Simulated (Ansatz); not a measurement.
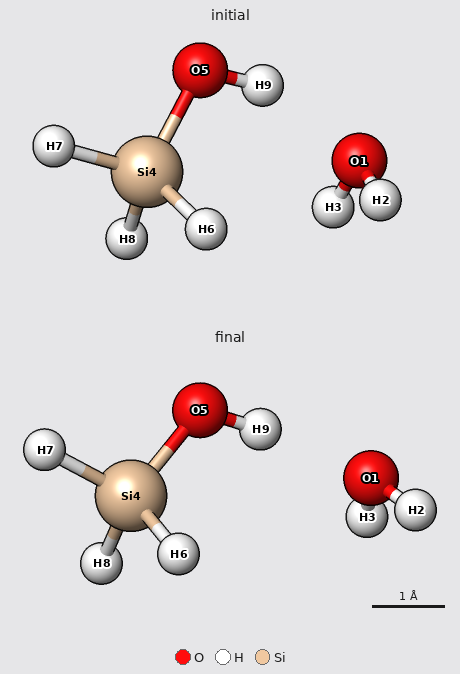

The structure of SiH6O2 before (top) and after (bottom) a relaxation, at one scale.

Style: ball-and-stick. Shown at a tilt.

The calculation used Ansatz, RKS PBE0-D4/def2-TZVP.

The input:
```yaml
crystal:
  periodic: [false, false, false]
  atoms:
    - {symbol: O, position_ang: [-0.192755, 0.015823, -2.015491]}
    - {symbol: H, position_ang: [0.454233, -0.714220, -1.982403]}
    - {symbol: H, position_ang: [-1.046848, -0.429807, -1.856606]}
    - {symbol: Si, position_ang: [0.125717, -0.005227, 1.290477]}
    - {symbol: O, position_ang: [0.291986, 1.355547, 0.336909]}
    - {symbol: H, position_ang: [1.103528, -1.104507, 0.925507]}
    - {symbol: H, position_ang: [0.370960, 0.399055, 2.714183]}
    - {symbol: H, position_ang: [-1.253654, -0.627486, 1.198900]}
    - {symbol: H, position_ang: [0.146833, 1.110920, -0.611575]}
basis:
  gaussian: {orbitals: def2-TZVP}
hamiltonian: {xc: pbe0, dispersion: d4}
relax: {f_tol: 0.005, max_steps: 200}
```

Launched with:
```bash
ansatz run in.yaml --threads 4 --pin off --events-out ev --progress --plain --max-ram 9574MiB
```

**What changed between the two?**

The energy falls by 2.00 kcal/mol in 12 accepted moves (15 points after the start). The largest force component goes from 1.1 to 0.004 eV/Å. The line search rejected the trial steps at points 3, 7, 12 of the run. The largest move after the best rigid fit is that of H2, 0.58 Å. Largest moves by element: H 0.58 Å, Si 0.25 Å, O 0.25 Å. Some distances before and after: Si4–O5 1.670 → 1.635 Å, Si4–H6 1.516 → 1.493 Å, O5–H9 0.990 → 0.971 Å, Si4–H7 1.500 → 1.483 Å. Bond angles that change, for instance: Si4–O5–H9 109.3° → 117.1°, H2–O1–H3 103.5° → 106.1°.
